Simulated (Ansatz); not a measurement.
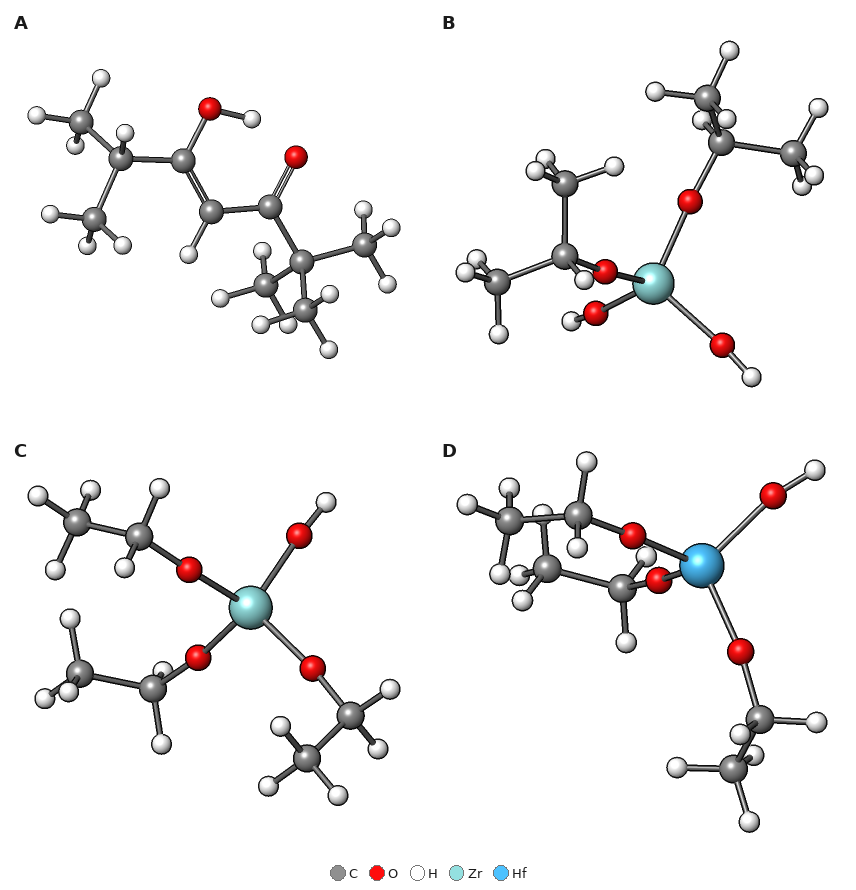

Source: calculation with Ansatz.

```xyz
27
charge 0, multiplicity 1
C    -3.4858   -0.2684   -1.2914
C    -2.1353   -0.9548   -1.2113
C    -2.0067   -1.8220    0.0270
O    -1.1158   -0.0007   -1.2308
Zr    0.1942    1.3872   -1.0001
O    -0.7083    3.0781   -0.7285
O     1.3415    1.4704   -2.5567
O     1.2527    0.9587    0.5464
C     2.0693    0.4654    1.5661
C     1.6179   -0.9286    1.9602
C     3.5202    0.4932    1.1240
H    -4.2945   -1.0026   -1.3258
H    -3.5453    0.3546   -2.1859
H    -3.6353    0.3715   -0.4174
H    -2.0132   -1.5927   -2.0990
H    -2.1322   -1.2136    0.9271
H    -1.0220   -2.2918    0.0651
H    -2.7662   -2.6078    0.0330
H    -1.0285    3.9224   -0.4306
H     1.7725    1.3983   -3.4012
H     1.9553    1.1287    2.4359
H     2.2136   -1.3103    2.7930
H     0.5683   -0.9208    2.2601
H     1.7284   -1.6129    1.1144
H     3.8132    1.5052    0.8384
H     4.1789    0.1553    1.9279
H     3.6631   -0.1618    0.2603
```

Which panel shows the molecule in this file?

Answer. B. The file holds C6H16O4Zr, `CC(C)[O][Zr]([OH])([OH])[O]C(C)C`.
